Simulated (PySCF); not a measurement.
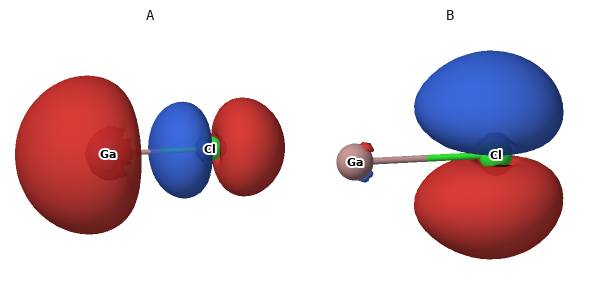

The picture shows: GaCl. Two frontier orbitals, each drawn at the value that holds 80 % of its norm (red and blue are the two phases), in no order; of a degenerate pair one member is drawn.

Theory: PBE0/def2-TZVPPD, non-relativistic Hamiltonian with scalar-relativistic core potentials where named, at a bond length of 2.223 Å (PySCF 2.14.0).

Label each orbital by symmetry, say whether it is occupied, and order them by energy.

Orbital B: π, occupied, −8.85 eV; mainly on Cl (90 %).
Orbital A: σ, occupied, −7.52 eV; shared between the atoms (Ga 70 %, Cl 30 %).
